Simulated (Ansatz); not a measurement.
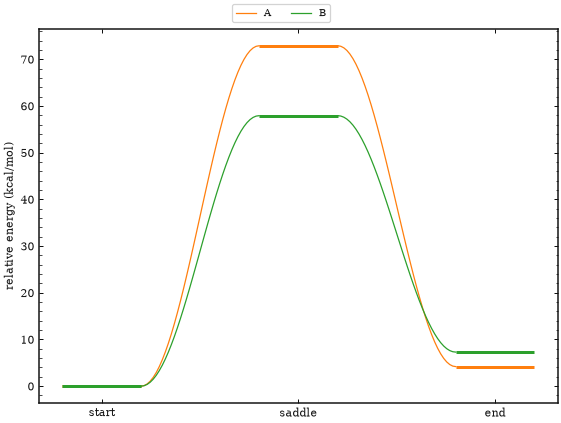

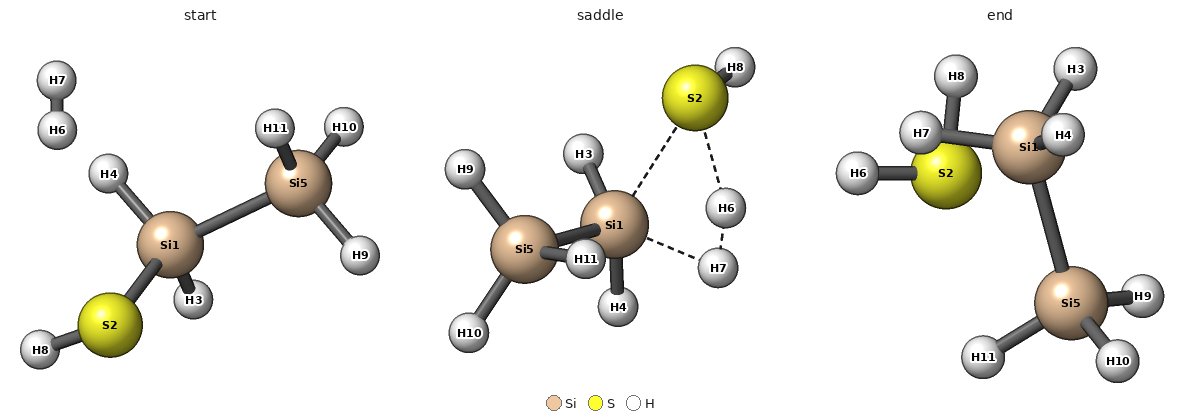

One elementary step of Si₂H₈S: start, first-order saddle point (changing pairs dashed) and end. Electronic energies at PBE0-D4/def2-TZVP geometries, energies in def2-TZVPP, the Ansatz code; cores frozen in correlated methods, no zero-point terms. Start and end are the structures at the ends of the path (complexes, where there are several molecules). The limit is the MP2 basis limit plus CCSD(T) less MP2 in triple zeta. Lines between the levels only guide the eye.

> Which bonds change in the step?

Si1–H7 (3.90 → 1.72 → 1.49 Å) and S2–H6 (3.18 → 1.73 → 1.34 Å) form; Si1–S2 (2.14 → 2.53 → 3.68 Å) and H6–H7 (0.75 → 0.96 → 3.06 Å) break (lengths at start, saddle and end; changes of bond order aren't listed). The imaginary mode at the saddle is 1224.7i cm⁻¹ (PBE0-D4).

> The profiles are CCSD(T) at the basis limit and HF. Which is which?

A: HF (barrier 72.9, step 4.2 kcal/mol); B: CCSD(T) at the basis limit (barrier 57.9, step 7.3 kcal/mol).
